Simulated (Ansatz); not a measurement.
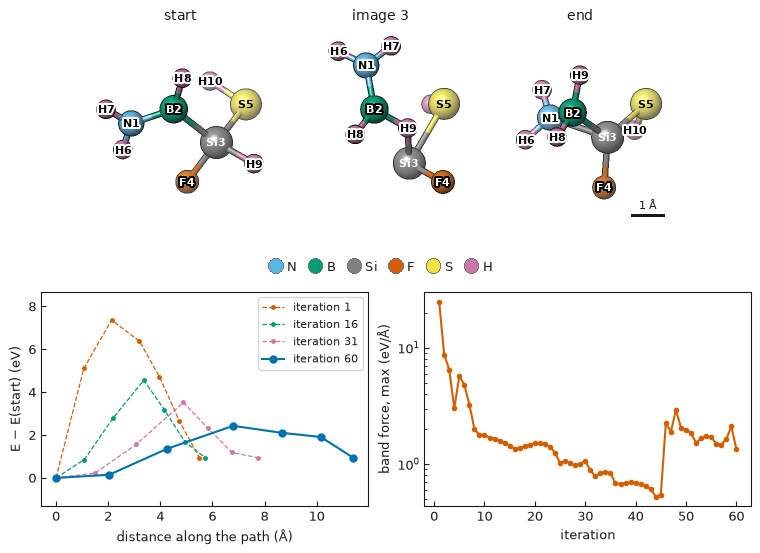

A nudged-elastic-band calculation for BSiNH5SF. Images are numbered from 0 (start) to 6 (end). The plot follows the band through its iterations. Style: ball-and-stick. Shown at a tilt.

All numbers below come from RKS CAM-B3LYP-D4/def2-SVP (Ansatz). Settings: 5 movable images; climbing image from the first iteration; force threshold 0.03 eV/Å; iteration limit 60; optimiser FIRE; starting path through a guess of the saddle point.

How did the profile develop, and is the result final?

Answer. The result isn't final. The band hadn't converged when the run stopped after 60 iterations. The largest component of the band force went from 25 to 1.3 eV/Å. The barrier read from it is provisional: over the last two iterations the highest image moved from 2.47 eV to 2.43 eV. The first iteration put the highest image at 7.36 eV. The energy climbs by 2.43 eV to image 3 and then falls by 1.49 eV, so the end point sits at +0.94 eV.

The run took 8.3 min on 2 threads of Intel(R) Xeon(R) 6975P-C (Granite Rapids) (shared host), peak memory 0.29 GiB.
